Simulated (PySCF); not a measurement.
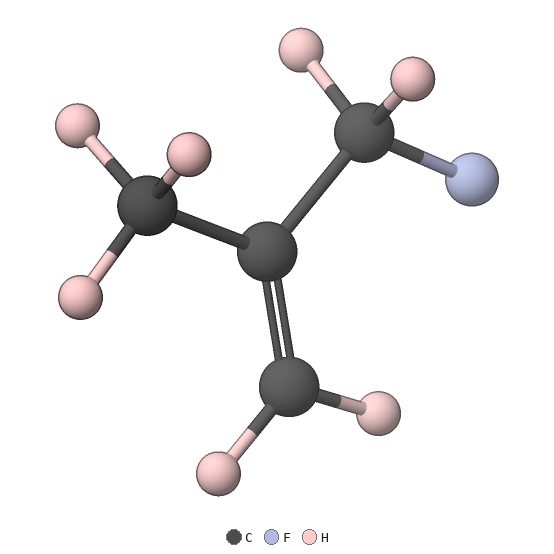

A ball-and-stick model of a molecule. Multiple sticks mark multiple bonds (one Kekulé form).

The geometry was computed by an optimisation with PBE0-D3(BJ)/def2-SVP. No frequency run is at hand to confirm it as a minimum.

Describe the molecule.

The molecule is C4H7F. As SMILES it reads `C=C(C)CF`. It has no ring. Among its groups: alkene, C–F bond. This geometry has Cs symmetry. Coordination: 2 C trigonal planar; 2 C tetrahedral.

More results for the same structure follow; atom numbers are the same in all pictures, views and colours differ.

### Geometry

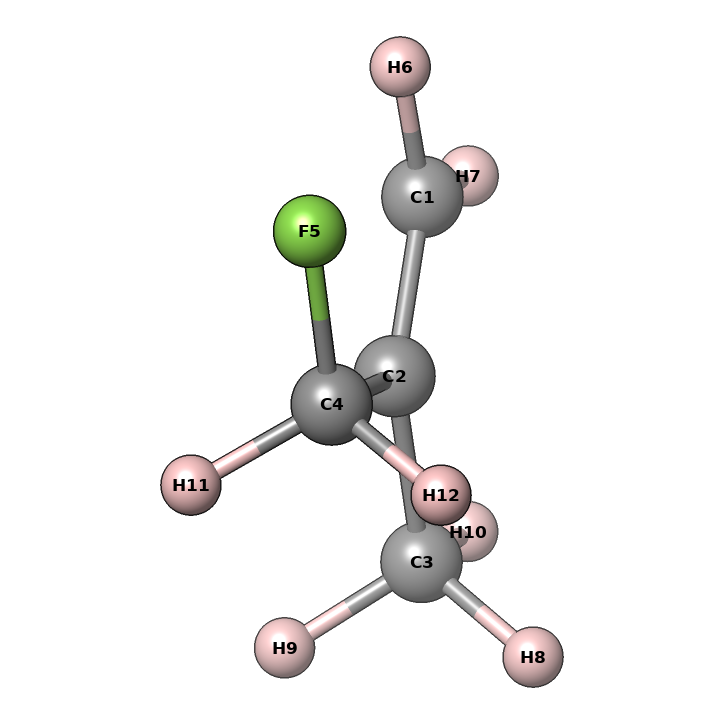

C2 lies behind C4. The molecule seen a little off the C4–C2 bond, C4 in front. Depth is shown by fading: the farther an atom, the more it takes the colour of the background. No frequency run is at hand to confirm it as a minimum.

What is the torsion angle F5–C4–C2–C3? The sign is positive where the front bond must turn clockwise to cover the back bond.

180°, antiperiplanar (anti).

### Levels of theory compared

No frequency run is at hand to confirm it as a minimum. Program: PySCF 2.14.0.

Tabulate dipole (D), HOMO energy (eV) at these levels: BHandHLYP/aug-pcX-1 (pcseg-1 on H); CAM-B3LYP/def2-SVPD; CAM-B3LYP/def2-SVPD in chloroform (IEF-PCM); CAM-B3LYP/def2-SVPD in water (IEF-PCM); PBE0/pcSseg-1 in chloroform (IEF-PCM); PBE0/pcSseg-1 in water (IEF-PCM).

```tsv
level	dipole (D)	HOMO energy (eV)
BHandHLYP/aug-pcX-1 (pcseg-1 on H)	2.08	−8.32
CAM-B3LYP/def2-SVPD	2.09	−8.68
CAM-B3LYP/def2-SVPD in chloroform (IEF-PCM)	2.56	−8.61
CAM-B3LYP/def2-SVPD in water (IEF-PCM)	2.78	−8.61
PBE0/pcSseg-1 in chloroform (IEF-PCM)	2.45	−7.26
PBE0/pcSseg-1 in water (IEF-PCM)	2.65	−7.26
```

### Bond orders

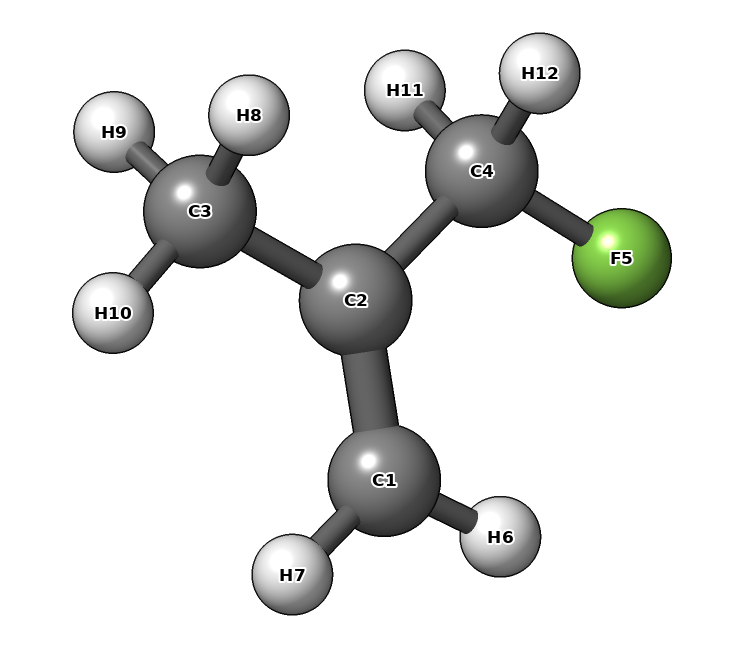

The thickness of each stick grows with its Mayer bond order. No frequency run is at hand to confirm it as a minimum. Level of theory: PBE0/pcSseg-1 in chloroform (IEF-PCM) (PySCF 2.14.0).

Which bond has the highest Mayer bond order?

C1–C2, 1.96, at a length of 1.335 Å.

List the Mayer bond orders of C1–C2, C1–H6, C1–H7, C2–C3, C2–C4, C3–H8, C3–H10, C4–F5, C4–H11 (one bond of each equivalent set).

```
  bond  Mayer order  length (Å)
 C1–C2         1.96       1.335
 C1–H6         0.94       1.092
 C1–H7         0.94       1.093
 C2–C3         1.05       1.498
 C2–C4         1.00       1.499
 C3–H8         0.95       1.103
C3–H10         0.95       1.098
 C4–F5         0.89       1.366
C4–H11         0.94       1.107
```

### Polarisability

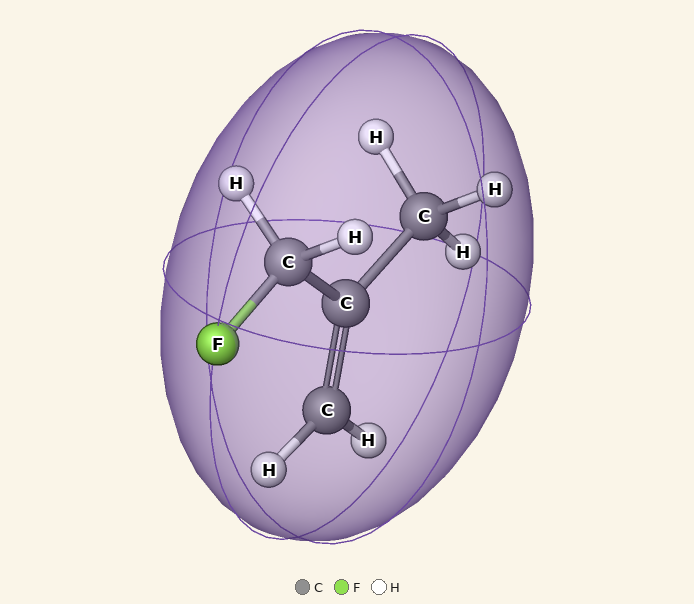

The ellipsoid shows the static dipole polarisability: its half-axes are proportional to the principal values. No frequency run is at hand to confirm it as a minimum. Method: CAM-B3LYP/def2-SVPD in chloroform (IEF-PCM) (PySCF 2.14.0).

How large and how anisotropic is the polarisability?

Principal values 49.8, 61.2, 78.8 bohr³; mean 63.3 bohr³ (9.38 Å³); anisotropy 25.3 bohr³, so the longest axis is 1.58 times the shortest.
